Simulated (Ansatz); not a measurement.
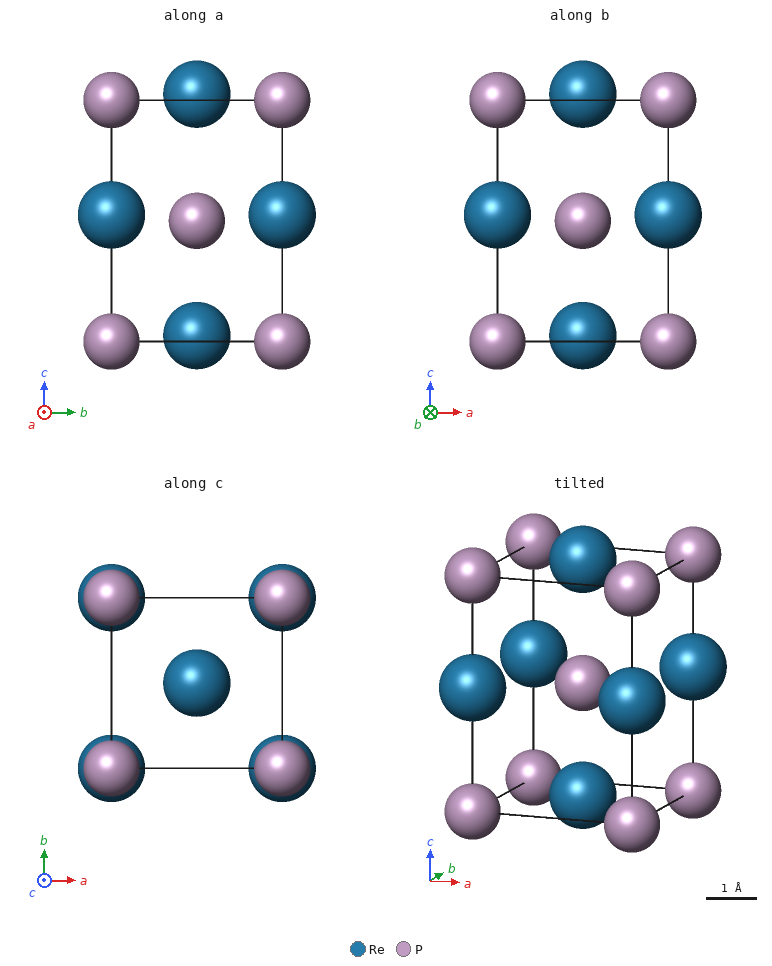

The figure gives a spheres-only picture of the atoms, viewed along the a axis, along the b axis, along the c axis and slightly off an axis. The box is the conventional unit cell; atoms on or close to its faces, edges and corners are drawn wherever they repeat.

Lattice parameters: a = 3.4590 Å, b = 3.4590 Å, c = 4.8917 Å, α = 90.000°, β = 90.000°, γ = 90.000°.

Set out the cell and atoms as a CIF in P1 with every atom of the cell, with free fractional coordinates to two decimals.

Answer.
```cif
data_structure
_symmetry_space_group_name_H-M 'P 1'
_symmetry_Int_Tables_number 1
_cell_length_a 3.4590
_cell_length_b 3.4590
_cell_length_c 4.8917
_cell_angle_alpha 90.000
_cell_angle_beta 90.000
_cell_angle_gamma 90.000
_cell_volume 58.53
loop_
_atom_site_label
_atom_site_type_symbol
_atom_site_fract_x
_atom_site_fract_y
_atom_site_fract_z
_atom_site_occupancy
Re1 Re 0.50 0.50 0.02 1
P1 P 0.00 0.00 0.00 1
Re2 Re 0.00 0.00 0.52 1
P2 P 0.50 0.50 0.50 1
```

The structure was taken from a structure type filled with these elements by a generator (whether the compound takes this form wasn't checked). The cell was then strained or its atoms displaced on purpose. A calculation with Ansatz used it as input.
